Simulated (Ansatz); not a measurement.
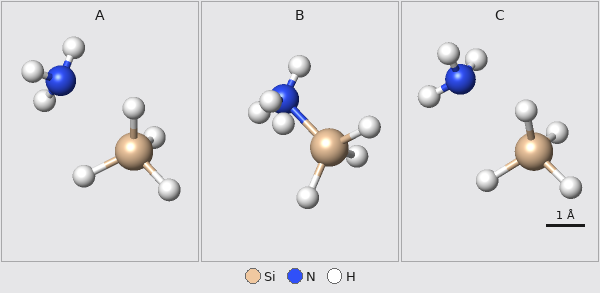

3 geometries from a converged minimum-energy path of SiNH₇, made up at the start of SiNH₅ and H₂, shuffled. The picture is a ball-and-stick view, seen from a free direction.

The calculation used RKS CAM-B3LYP/6-31G* in Ansatz. Set-up: 9 movable images; climbing image; force threshold 0.05 eV/Å; iteration limit 60; starting path through a guess of the saddle point.

Which of them lies highest in energy?

B. In order along the path, whose images run from 0 to 10: B (image 5, +209.6 kJ/mol), A (image 9, +5.4 kJ/mol), C (image 10, +5.4 kJ/mol). Breaking: H–H (0.75 → 2.96 Å), N–Si (1.73 → 2.98 Å). Forming: H–N (2.66 → 1.02 Å), H–Si (4.62 → 1.48 Å).

Limits of the set-up: the start holds two separate molecules, 2.7 Å apart at their closest, whose relative position is a soft coordinate and is computed without a dispersion correction.

Cost: 5.8 min on 1 thread of Arm Neoverse V1, with other jobs on the host, peak memory 0.1 GiB.
